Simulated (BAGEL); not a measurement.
# CH4 (methane): HF/6-31G(d) (density fitting with qzvpp-jkfit, spherical functions)

What is the energy change on altering one bond length of CH4 (methane) at HF/6-31G* (density fitting with qzvpp-jkfit, spherical functions)? 

The calculation is run with BAGEL 1.2.2.

3 further runs of the same task are left out: 3 that didn't finish. Runs told in other sessions of the task aren't counted.

## Step 1: The structure to begin with

CH4 has 5 atoms, charge 0, and is taken as a singlet. As SMILES, `C`. The coordinates come from a PBE0-D4/def2-TZVP relaxation.

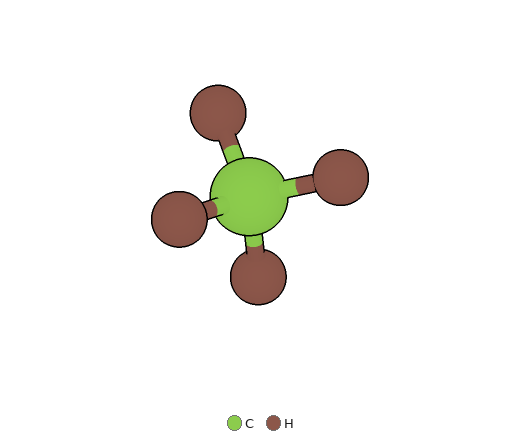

Viewed from a chosen angle; carbon green, hydrogen brown.

## Step 2: A single-point energy at HF/6-31G(d) (density fitting with qzvpp-jkfit, spherical functions)

File calc.json:

```json
{ "bagel" : [

{
  "title" : "molecule",
  "basis" : "6-31gs.json",
  "df_basis" : "qzvpp-jkfit",
  "angstrom" : true,
  "geometry" : [
    { "atom" : "C", "xyz" : [    0.000000,    0.000000,    0.000000 ] },
    { "atom" : "H", "xyz" : [    0.159000,   -0.243200,    1.050200 ] },
    { "atom" : "H", "xyz" : [   -1.006700,    0.395200,   -0.132900 ] },
    { "atom" : "H", "xyz" : [    0.119700,   -0.899500,   -0.603300 ] },
    { "atom" : "H", "xyz" : [    0.728100,    0.747400,   -0.313900 ] }
  ]
},
{
  "title" : "hf"
},
{
  "title" : "print",
  "file" : "orbitals.molden",
  "orbitals" : true
}

]}
```

The basis set 6-31G* is read from a file made from the Basis Set Exchange's data (not shown).

The run is started by

```console
$ BAGEL_NUM_THREADS=1 BAGEL calc.json > calc.out
```

The program printed:

```text
* using 1 threads per process

  ===============================================================
  ===============================================================

  *** Geometry ***

  { "atom" : "C", "xyz" : [      0.000000,      0.000000,      0.000000 ] },
  { "atom" : "H", "xyz" : [      0.300466,     -0.459581,      1.984590 ] },
  { "atom" : "H", "xyz" : [     -1.902387,      0.746820,     -0.251145 ] },
  { "atom" : "H", "xyz" : [      0.226200,     -1.699809,     -1.140072 ] },
  { "atom" : "H", "xyz" : [      1.375910,      1.412381,     -0.593185 ] },

  Number of auxiliary basis functions:      147

  Since a DF basis is specified, we compute 2- and 3-index integrals:
    o Being stored without compression. Storage requirement is 0.001 GB

  Number of basis functions:       22
  Number of electrons      :       10

    * METHOD: MOLECULE                             0.02

  *** RHF ***

  === Nuclear Repulsion ===
    13.4397642716

      * DIIS with orbital gradients will be used.

  === RHF iteration (6-31gs.json) ===
      0        -40.15266443          0.03269533           0.00
      1        -40.18967996          0.01022845           0.00
      2        -40.19443898          0.00268669           0.00
      3        -40.19475800          0.00014966           0.00
      4        -40.19476017          0.00001551           0.00
      5        -40.19476019          0.00000164           0.00
      6        -40.19476019          0.00000008           0.00
      7        -40.19476019          0.00000001           0.00
      8        -40.19476019          0.00000000           0.00
    * SCF iteration converged.

    * Permanent dipole moment:
           (   -0.000010,    -0.000013,    -0.000011) a.u.

    * METHOD: HF                                   0.04

    * METHOD: PRINT                                0.00

  ===============================================================
```

Wall time 0.2 s (1 thread of Arm Neoverse V1, shared host).

## Step 3: The distorted shape, same level

File input.json:

```json
{ "bagel" : [

{
  "title" : "molecule",
  "basis" : "6-31gs.json",
  "df_basis" : "qzvpp-jkfit",
  "angstrom" : "true",
  "geometry" : [
    { "atom" : "C", "xyz" : [   -0.059848,    0.449735,    0.301640 ] },
    { "atom" : "H", "xyz" : [    0.099152,    0.206535,    1.351840 ] },
    { "atom" : "H", "xyz" : [   -1.066548,    0.844935,    0.168740 ] },
    { "atom" : "H", "xyz" : [    0.119700,   -0.899500,   -0.603300 ] },
    { "atom" : "H", "xyz" : [    0.668252,    1.197135,   -0.012260 ] }
  ]
},
{ "title" : "hf" },
{ "title" : "print", "file" : "orbitals.molden", "orbitals" : "true" }

]}
```

The basis set 6-31G* is read from a file made from the Basis Set Exchange's data (not shown).

The run is started by

```console
$ BAGEL_NUM_THREADS=1 BAGEL input.json > input.out
```

The program printed:

```text
* using 1 threads per process

  ===============================================================
  ===============================================================

  *** Geometry ***

  { "atom" : "C", "xyz" : [     -0.113096,      0.849876,      0.570017 ] },
  { "atom" : "H", "xyz" : [      0.187370,      0.390295,      2.554607 ] },
  { "atom" : "H", "xyz" : [     -2.015484,      1.596696,      0.318872 ] },
  { "atom" : "H", "xyz" : [      0.226200,     -1.699809,     -1.140072 ] },
  { "atom" : "H", "xyz" : [      1.262813,      2.262257,     -0.023168 ] },

  Number of auxiliary basis functions:      147

  Since a DF basis is specified, we compute 2- and 3-index integrals:
    o Being stored without compression. Storage requirement is 0.001 GB

  Number of basis functions:       22
  Number of electrons      :       10

    * METHOD: MOLECULE                             0.02

  *** RHF ***

  === Nuclear Repulsion ===
    12.2830665637

      * DIIS with orbital gradients will be used.

  === RHF iteration (6-31gs.json) ===
      0        -40.06534042          0.03173990           0.00
      1        -40.10172326          0.01207938           0.00
      2        -40.10827174          0.00310962           0.00
      3        -40.10879266          0.00025011           0.00
      4        -40.10880020          0.00003718           0.00
      5        -40.10880034          0.00000671           0.00
      6        -40.10880034          0.00000068           0.00
      7        -40.10880034          0.00000008           0.00
      8        -40.10880034          0.00000003           0.00
      9        -40.10880034          0.00000001           0.00
    * SCF iteration converged.

    * Permanent dipole moment:
           (    0.033095,    -0.248816,    -0.166889) a.u.

    * METHOD: HF                                   0.04

    * METHOD: PRINT                                0.00

  ===============================================================
```

It took 0.2 s on 1 thread of Arm Neoverse V1, shared host.

## Step 4: What came out

At HF/6-31G* (density fitting with qzvpp-jkfit, spherical functions):

| quantity | value |
| --- | --- |
| first shape: total energy | -40.19476 Eh |
| first shape: dipole moment | 0.00 D |
| first shape: HOMO energy | -14.82 eV |
| first shape: LUMO energy | 6.97 eV |
| first shape: HOMO–LUMO gap | 21.79 eV |
| distorted shape: total energy | -40.10880 Eh |
| distorted shape: dipole moment | 0.77 D |
| distorted shape: HOMO energy | -11.72 eV |
| distorted shape: LUMO energy | 4.35 eV |
| distorted shape: HOMO–LUMO gap | 16.07 eV |
| energy change with the C1–H4 bond stretched from 1.090 to 1.634 Å | 2.339 eV |

In words: With the C1–H4 bond stretched from 1.090 to 1.634 Å the energy rises by 2.34 eV (226 kJ/mol). The first shape isn't relaxed at this level, so the change isn't measured from a minimum.
